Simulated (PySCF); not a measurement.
**One shape, several levels: Si2PH6Cl (SMILES [SiH3]P[SiH2]Cl)**

We compute a comparison of 6 runs (HF/def2-mTZVP, BLYP-D3(0)/6-311++G(3df,3pd), BLYP/6-311++G(3df,3pd), RI-MP2/ANO-pVDZ) of Si2PH6Cl. Input form: a Python script.

The calculation is run with PySCF 2.14.0.

1 further run of the same task is left out (set aside as unsound or not needed).

## Step 1: Starting point

The species is Si2PH6Cl (10 atoms), meant as a singlet with charge 0. As SMILES, `[SiH3]P[SiH2]Cl`. The shape is that of a GFN2-xTB optimisation. This is one conformer, not always the lowest.

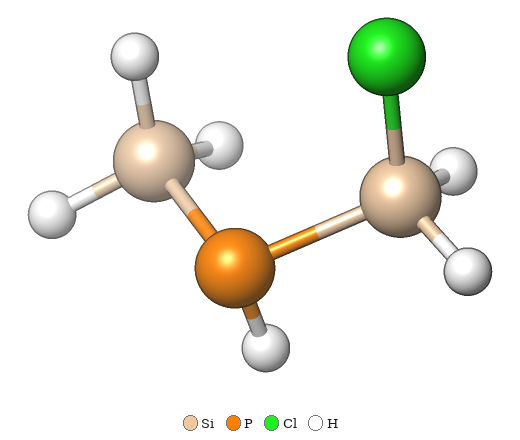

Viewed from a chosen angle; silicon light orange, phosphorus orange, chlorine green, hydrogen white.

## Step 2: Energy and forces at HF/def2-mTZVP (density fitting with cc-pvqz-jkfit) (run 1)

job.py reads:

```python
import pyscf.grad
from pyscf import gto, scf

mol = gto.M(
    atom='''
Si  -0.477200   1.702250  -0.002990
P   -0.619890  -0.235910   1.104660
Si   0.685030  -1.593560  -0.090730
Cl   2.592560  -1.062090   0.267180
H    0.864900   2.229850   0.228160
H   -1.499730   2.572490   0.574980
H   -0.712550   1.551900  -1.442360
H   -1.790300  -0.666800   0.513110
H    0.475340  -2.956970   0.387700
H    0.481840  -1.541150  -1.539720
''',
    max_memory=1860,
    basis='def2-mtzvp',
    verbose=4,
    spin=0,
)

mf = scf.RHF(mol)
mf = mf.density_fit(auxbasis='cc-pvqz-jkfit')
mf.kernel()

energy = mf.e_tot
print('Final energy', energy)
grad = mf.Gradients().kernel()
mf.analyze()
```

Started as:

```console
$ OMP_NUM_THREADS=1 python job.py
```

Log:

```text
PySCF version 2.14.0

[... 78 lines left out ...]
Nuclear Repulsion Energy =             336.953924370815002
[... 11 lines left out ...]
MO #6   energy= -8.02833205117436  occ= 2
[... 9 lines left out ...]
MO #16  energy= -4.2809278793059   occ= 2
[... 9 lines left out ...]
MO #26  energy= -0.545832460275761 occ= 2
[... 9 lines left out ...]
MO #36  energy= 0.127311021330153  occ= 0
[... 9 lines left out ...]
MO #46  energy= 0.276913196193029  occ= 0
[... 9 lines left out ...]
MO #56  energy= 0.527540551637234  occ= 0
[... 9 lines left out ...]
MO #66  energy= 0.832481256264003  occ= 0
[... 9 lines left out ...]
MO #76  energy= 1.06227761913855   occ= 0
[... 9 lines left out ...]
MO #86  energy= 1.58849950865395   occ= 0
[... 9 lines left out ...]
MO #96  energy= 2.67139421635293   occ= 0
[... 9 lines left out ...]
MO #106 energy= 25.2886363032343   occ= 0
[... 80 lines left out ...]
pop of  3 Cl 4py          0.00311
pop of  3 Cl 4pz          0.00289
pop of  3 Cl 5px          0.00099
pop of  3 Cl 5py          0.00039
pop of  3 Cl 5pz          0.00034
pop of  3 Cl 3dxy         0.00466
pop of  3 Cl 3dyz         0.00037
pop of  3 Cl 3dz^2        0.00327
pop of  3 Cl 3dxz         0.00345
pop of  3 Cl 3dx2-y2      0.00802
pop of  4 H 1s            1.10592
pop of  4 H 2s            0.00382
pop of  4 H 3s            0.00073
pop of  5 H 1s            1.10667
pop of  5 H 2s            0.00370
pop of  5 H 3s            0.00064
pop of  6 H 1s            1.11987
pop of  6 H 2s            0.00374
pop of  6 H 3s            0.00113
pop of  7 H 1s            1.00759
pop of  7 H 2s            0.00515
pop of  7 H 3s            0.00133
pop of  8 H 1s            1.11342
pop of  8 H 2s            0.00462
pop of  8 H 3s            0.00093
pop of  9 H 1s            1.12296
pop of  9 H 2s            0.00468
pop of  9 H 3s            0.00138
 ** Mulliken atomic charges  **
charge of    0Si =      0.48792
charge of    1P =     -0.23225
charge of    2Si =      0.68219
charge of    3Cl =     -0.32958
charge of    4H =     -0.11046
charge of    5H =     -0.11100
charge of    6H =     -0.12474
charge of    7H =     -0.01406
charge of    8H =     -0.11898
charge of    9H =     -0.12902
Dipole moment(X, Y, Z, Debye): -1.60205,  0.02789, -1.27576
```

It took 14 s on 1 thread of Intel Xeon at 2.50GHz (Skylake/Cascade Lake), shared host; peak memory 0.3 GiB.

## Step 3: Energy and gradient at HF/def2-mTZVP (density fitting with def2-universal-jkfit) (run 2)

calc.py reads:

```python
import pyscf.grad
from pyscf import gto, scf

mol = gto.M(
    atom='''
Si  -0.477200   1.702250  -0.002990
P   -0.619890  -0.235910   1.104660
Si   0.685030  -1.593560  -0.090730
Cl   2.592560  -1.062090   0.267180
H    0.864900   2.229850   0.228160
H   -1.499730   2.572490   0.574980
H   -0.712550   1.551900  -1.442360
H   -1.790300  -0.666800   0.513110
H    0.475340  -2.956970   0.387700
H    0.481840  -1.541150  -1.539720
''',
    basis='def2-mtzvp',
    verbose=4,
    max_memory=1860,
    charge=0,
)

myscf = scf.RHF(mol)
myscf = myscf.density_fit(auxbasis='def2-universal-jkfit')
myscf.init_guess = 'mod_huckel'
myscf.diis_space = 16
myscf.kernel()

energy = myscf.e_tot
print('E = %.10f Eh' % energy)
grad = myscf.Gradients().kernel()
dip = myscf.dip_moment()
pop, q = myscf.mulliken_pop()
```

Started as:

```console
$ OMP_NUM_THREADS=1 python calc.py
```

Log:

```text
PySCF version 2.14.0

[... 66 lines left out ...]
Atomic HF for atom  Si  converged. SCF energy = -288.626124135125
[... 26 lines left out ...]
Atomic HF for atom  P  converged. SCF energy = -340.369750079832
[... 25 lines left out ...]
Atomic HF for atom  Cl  converged. SCF energy = -459.273193668159
[... 2 lines left out ...]
Atomic HF for atom  H  converged. SCF energy = -0.499809832231889
[... 25 lines left out ...]
converged SCF energy = -1381.65601807942
[... 12 lines left out ...]
Dipole moment(X, Y, Z, Debye): -1.60197,  0.02793, -1.27564
[... 78 lines left out ...]
pop of  3 Cl 4px          0.92086
pop of  3 Cl 4py          1.02081
pop of  3 Cl 4pz          1.03000
pop of  3 Cl 5px          0.37821
pop of  3 Cl 5py          0.56173
pop of  3 Cl 5pz          0.56395
pop of  3 Cl 3dxy         0.00704
pop of  3 Cl 3dyz         0.00051
pop of  3 Cl 3dz^2        0.00465
pop of  3 Cl 3dxz         0.00529
pop of  3 Cl 3dx2-y2      0.01151
pop of  4 H 1s            0.24482
pop of  4 H 2s            0.59681
pop of  4 H 3s            0.27359
pop of  5 H 1s            0.24489
pop of  5 H 2s            0.59712
pop of  5 H 3s            0.28552
pop of  6 H 1s            0.24468
pop of  6 H 2s            0.59945
pop of  6 H 3s            0.28939
pop of  7 H 1s            0.24693
pop of  7 H 2s            0.54069
pop of  7 H 3s            0.19475
pop of  8 H 1s            0.24677
pop of  8 H 2s            0.59989
pop of  8 H 3s            0.27834
pop of  9 H 1s            0.24615
pop of  9 H 2s            0.59942
pop of  9 H 3s            0.28427
 ** Mulliken atomic charges  **
charge of    0Si =      0.55180
charge of    1P =     -0.31343
charge of    2Si =      0.77045
charge of    3Cl =     -0.39535
charge of    4H =     -0.11522
charge of    5H =     -0.12753
charge of    6H =     -0.13352
charge of    7H =      0.01764
charge of    8H =     -0.12500
charge of    9H =     -0.12983
```

Run time: 11 s. Hardware: 1 thread of Intel Xeon at 2.50GHz (Skylake/Cascade Lake), shared host; peak memory 0.26 GiB.

Runs 3 to 5 aren't shown in full; the table further down has their settings and results.

## Step 4: A single-point energy at RI-MP2/ANO-pVDZ (sfX2C, density fitting with cc-pvdz-jkfit) (run 6)

calc.py reads:

```python
from pyscf import gto, mp

system = gto.Mole()
system.atom = '''
Si      -0.477200       1.702250      -0.002990
P       -0.619890      -0.235910       1.104660
Si       0.685030      -1.593560      -0.090730
Cl       2.592560      -1.062090       0.267180
H        0.864900       2.229850       0.228160
H       -1.499730       2.572490       0.574980
H       -0.712550       1.551900      -1.442360
H       -1.790300      -0.666800       0.513110
H        0.475340      -2.956970       0.387700
H        0.481840      -1.541150      -1.539720
'''
system.verbose = 3
system.charge = 0
system.max_memory = 1860
system.basis = 'ano-pvdz'
system.build()

mf = system.RHF()
mf = mf.sfx2c1e()
mf = mf.density_fit(auxbasis='cc-pvdz-jkfit')
mf.conv_tol = 1e-08
mf.kernel()

pt = mp.MP2(mf, frozen=20).density_fit().run()
etot = pt.e_tot
print('E(%s) = %.9f' % ('RI-MP2', etot))
mf.analyze()
```

Started as:

```console
$ OMP_NUM_THREADS=1 python calc.py
```

Log:

```text
converged SCF energy = -1384.77080733822

WARN: Even tempered Gaussians are generated as DF auxbasis for  P Cl Si H

[... 6 lines left out ...]
MO #3   energy= -69.0075338410377  occ= 2
[... 8 lines left out ...]
MO #12  energy= -5.37781786412713  occ= 2
[... 8 lines left out ...]
MO #21  energy= -1.11503651462733  occ= 2
[... 8 lines left out ...]
MO #30  energy= -0.469063581836174 occ= 2
[... 8 lines left out ...]
MO #39  energy= 0.202662787632369  occ= 0
[... 8 lines left out ...]
MO #48  energy= 0.407486403607892  occ= 0
[... 8 lines left out ...]
MO #57  energy= 0.64853816678438   occ= 0
[... 8 lines left out ...]
MO #66  energy= 0.838075979173698  occ= 0
[... 8 lines left out ...]
MO #75  energy= 1.08081191311575   occ= 0
[... 8 lines left out ...]
MO #84  energy= 1.41460971788086   occ= 0
[... 8 lines left out ...]
MO #93  energy= 1.68641827189883   occ= 0
[... 8 lines left out ...]
MO #102 energy= 2.53504253522274   occ= 0
[... 11 lines left out ...]
Dipole moment(X, Y, Z, Debye): -1.40396,  0.04578, -0.97728
```

Run time: 32 s. Hardware: 1 thread of Intel Xeon at 2.50GHz (Skylake/Cascade Lake), shared host; peak memory 0.35 GiB.

## Step 5: All runs side by side

| run | level | integral approximation | starting guess | energy (Eh) | dipole moment (D) of the reference | HOMO energy (eV) | LUMO energy (eV) | wall time |
| --- | --- | --- | --- | --- | --- | --- | --- | --- |
| 1 | HF/def2-mTZVP (density fitting with cc-pvqz-jkfit) | cc-pvqz-jkfit | minao | -1381.656024 | 2.05 | -9.88 | 2.87 | 14 s |
| 2 | HF/def2-mTZVP (density fitting with def2-universal-jkfit) | def2-universal-jkfit | mod_huckel | -1381.656018 | 2.05 | -9.88 | 2.87 | 11 s |
| 3 | BLYP-D3(0)/6-311++G(3df,3pd) (sfX2C, Coulomb fitting set, SS(V)PE aniline) | def2-universal-jfit | minao | -1387.419741 | 1.77 | -6.11 | -1.00 | 6.2 min |
| 4 | BLYP/6-311++G(3df,3pd) (sfX2C, Coulomb fitting set, SS(V)PE aniline) | def2-universal-jfit | minao | -1387.411170 | 1.77 | -6.11 | -1.00 | 5.9 min |
| 5 | RI-MP2/ANO-pVDZ (density fitting with cc-pvdz-jkfit) | cc-pvdz-jkfit | minao | -1382.192872 | 1.72 | -9.84 | 3.28 | 28 s |
| 6 | RI-MP2/ANO-pVDZ (sfX2C, density fitting with cc-pvdz-jkfit) | cc-pvdz-jkfit | minao | -1385.247358 | 1.71 | -9.83 | 3.29 | 32 s |

## Step 6: Summary of results

```
                                           quantity           value
                                run 6: total energy  -1385.24736 Eh
        run 6: dipole moment (Hartree–Fock density)          1.71 D
         run 6: HOMO energy (Hartree–Fock orbitals)        -9.83 eV
         run 6: LUMO energy (Hartree–Fock orbitals)         3.29 eV
       run 6: HOMO–LUMO gap (Hartree–Fock orbitals)        13.12 eV
run 6: correlation energy (20 core orbitals frozen)      -476.6 mEh
```

Over runs 1, 2, 3, 4 the dipole moment (its size) runs from 1.77 D (BLYP-D3(0)/6-311++G(3df,3pd)) to 2.05 D (HF/def2-mTZVP). The two ends differ in method and basis and solvent and Hamiltonian. Over runs 1, 2, 3, 4 the HOMO–LUMO gap runs from 5.10 eV (BLYP-D3(0)/6-311++G(3df,3pd)) to 12.75 eV (HF/def2-mTZVP). Some runs of one species differ in core potentials or relativity; totals across that change don't compare. All runs together took 14 min, the longest 6.2 min.
